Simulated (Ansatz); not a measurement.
**BLYP/cc-pVDZ run of CH6BN (SMILES CBN)**

What is the electronic atomisation energy of CH6BN at BLYP/cc-pVDZ? 

The results are computed with Ansatz 0.2.0.

76 further runs of the same task are left out: 76 set aside as unsound or not needed.

**1. The molecule**

The species is CH6BN (9 atoms), meant as a singlet with charge 0. As SMILES, `CBN`. The coordinates come from a PBE0-D4/def2-TZVP relaxation.

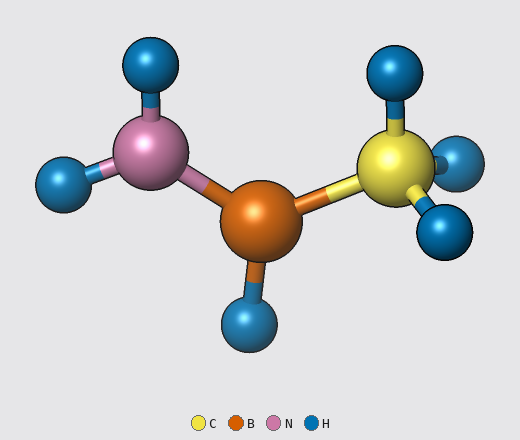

The structure, seen from a chosen angle (carbon yellow, boron orange, nitrogen pink, hydrogen blue).

**2. The energy at BLYP/cc-pVDZ**

File job.yaml:

```yaml
crystal:
  periodic: [false, false, false]
  atoms:
    - {symbol: C, position_ang: [-0.665300, 0.757700, -0.590300]}
    - {symbol: B, position_ang: [0.459400, -0.282900, -0.256200]}
    - {symbol: N, position_ang: [0.592800, -0.842800, 1.010700]}
    - {symbol: H, position_ang: [-1.291900, 0.390800, -1.410600]}
    - {symbol: H, position_ang: [-0.224600, 1.692200, -0.954300]}
    - {symbol: H, position_ang: [-1.319900, 0.998900, 0.252300]}
    - {symbol: H, position_ang: [1.248800, -0.632800, -1.092800]}
    - {symbol: H, position_ang: [1.306200, -1.511000, 1.244900]}
    - {symbol: H, position_ang: [-0.016800, -0.616400, 1.779200]}
basis:
  gaussian:
    orbitals: cc-pVDZ
accuracy: high
output: {orbitals: {seedname: orbitals}}
hamiltonian:
  xc: {name: BLYP}
```

On the command line:

```sh
ansatz run job.yaml --threads 1 --pin off --max-ram 3480MiB --events-out events.jsonl --progress --plain --runs-dir runs
```

Log:

```text
Warning: RAYON_NUM_THREADS=1 ignored (pool sized by the plan → 1); use --threads N
Functional definition: BLYP
  name "BLYP"
  parameter beta = 0.0042
  parameter a = 0.04918
  parameter b = 0.132
  parameter c = 0.2533
  parameter d = 0.349
  exchange = b88_x(beta = beta)
  correlation = lyp_c(a = a, b = b, c = c, d = d)
1723 factors; integrals over basis functions are off by at most 3.1e-9 eV
mean field evaluation 1: about -3287.9849 eV, gradient 7.5e1 eV
mean field evaluation 2: about -3263.5816 eV, gradient 1.2e2 eV
mean field evaluation 4: about -3300.3844 eV, gradient 1.0e1 eV
mean field evaluation 8: about -3300.6254 eV, gradient 9.2e-2 eV
mean field evaluation 16: about -3300.6254 eV, gradient 1.4e-6 eV
mean field -3300.62538549 eV, -121.2957456726 hartree, gradient 1.7e-8 eV, S^2 0.000000; 0 other end points of the search recorded, 0 dependent functions left out
reference -3300.62543822 eV, -121.2957476105 hartree; 12, 12 occupied and 60, 60 virtual orbitals, 1723 factors
Total energy: -3300.62543822 eV, -121.2957476105 hartree
```

It took 3.6 s on 1 thread of Arm Neoverse V2, shared host; peak memory 0.19 GiB.

**3. The B atom, same level**

File in.yaml:

```yaml
crystal:
  periodic: [false, false, false]
  atoms:
    - {symbol: B, position_ang: [0.000000, 0.000000, 0.000000]}
basis:
  gaussian:
    orbitals: cc-pVDZ
magnetization:
  spin_polarized: true
  initial_magnetization: 1
hamiltonian:
  xc: {name: BLYP}
accuracy: high
```

Run the same way, it converges to -24.64777 Eh (log not shown).

**4. The C atom**

File in.yaml:

```yaml
basis:
  gaussian:
    orbitals: cc-pVDZ
crystal:
  periodic: [false, false, false]
  atoms:
    - {symbol: C, position_ang: [0.000000, 0.000000, 0.000000]}
magnetization:
  spin_polarized: true
  initial_magnetization: 2
hamiltonian:
  xc: {name: BLYP}
accuracy: high
```

Run the same way, it converges to -37.83784 Eh (log not shown).

**5. The H atom at the same level**

File input.yaml:

```yaml
basis:
  gaussian:
    orbitals: cc-pVDZ
crystal:
  periodic: [false, false, false]
  atoms:
    - {symbol: H, position_ang: [0.000000, 0.000000, 0.000000]}
magnetization:
  spin_polarized: true
  initial_magnetization: 1
accuracy: high
hamiltonian:
  xc: {name: BLYP}
```

Run the same way, it converges to -0.49640 Eh (log not shown).

**6. The N atom at the same level**

File in.yaml:

```yaml
crystal:
  periodic: [false, false, false]
  atoms:
    - {symbol: N, position_ang: [0.000000, 0.000000, 0.000000]}
basis:
  gaussian: {orbitals: cc-pVDZ}
accuracy: high
hamiltonian: {xc: {name: BLYP}}
magnetization: {spin_polarized: true, initial_magnetization: 3}
```

Run the same way, it converges to -54.57257 Eh (log not shown).

**7. Summary of results**

At BLYP/cc-pVDZ:

```
                     quantity          value
       molecule: total energy  -121.29575 Eh
        molecule: HOMO energy       -6.52 eV
        molecule: LUMO energy        0.30 eV
      molecule: HOMO–LUMO gap        6.83 eV
         B atom: total energy   -24.64777 Eh
                 B atom: ⟨S²⟩          0.752
         C atom: total energy   -37.83784 Eh
                 C atom: ⟨S²⟩          2.002
         H atom: total energy    -0.49640 Eh
                 H atom: ⟨S²⟩          0.750
         N atom: total energy   -54.57257 Eh
                 N atom: ⟨S²⟩          3.752
electronic atomisation energy      34.263 eV
```

**Reading.** Taking the molecule apart into free atoms costs 34.26 eV (3306 kJ/mol), before zero-point energy and without spin-orbit coupling.
